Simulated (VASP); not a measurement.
Band structure of SrO (relaxed from the rock salt structure, space group Fm-3m). Computed with PBE GGA, VASP's PBE PAW potentials (set 64) (plane waves; VASP).

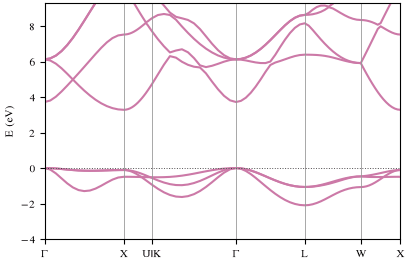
Figure. Bands along high-symmetry lines, zero at the valence-band maximum or, without a gap, the Fermi level

Read the plot: is there a gap, and where are the band edges?

The gap is indirect, 3.28 eV, from the valence maximum at Γ to the conduction minimum at X. (Edges off the drawn lines would not show.)

The structure was generated: SrO was put into the rock salt type (Fm-3m), which need not be its known phase. It was relaxed first, which changed the volume by -21 %.
